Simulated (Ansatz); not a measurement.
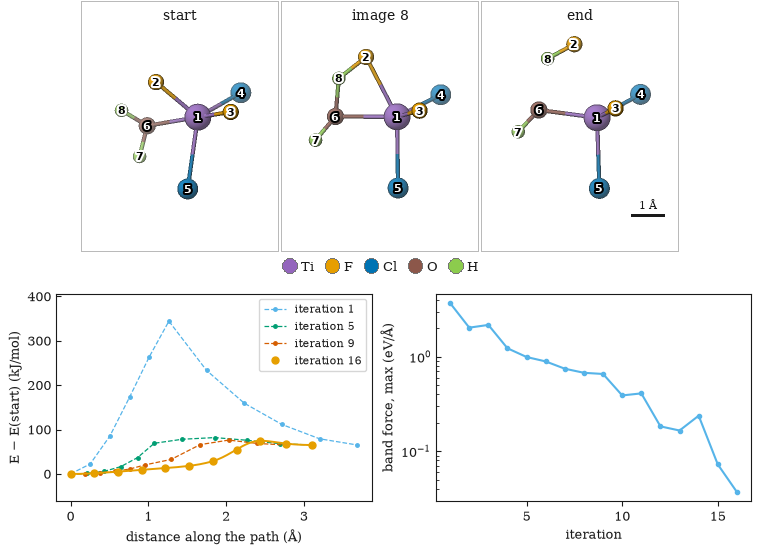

A nudged-elastic-band calculation for TiH2OCl2F2. Images are numbered from 0 (start) to 10 (end). The plot follows the band through its iterations. Style: ball-and-stick. Shown from a free direction.

Level of theory: Ansatz 0.2.0, RKS PBE-D4/def2-SVP. Set-up: 9 movable images; climbing image; force threshold 0.05 eV/Å; iteration limit 60; starting path through a guess of the saddle point.

How did the profile develop, and is the result final?

Answer. The result is final at these settings. The band converged in 16 iterations. The largest component of the band force went from 3.7 to 0.037 eV/Å. The climbing image converged on the top of the path. Its vibrational analysis gives one imaginary mode (454i cm⁻¹), as a transition state must have. The first iteration put the highest image at 344.3 kJ/mol. The energy climbs by 74.8 kJ/mol to image 8 and then falls by 9.5 kJ/mol, so the end point sits at +65.3 kJ/mol.
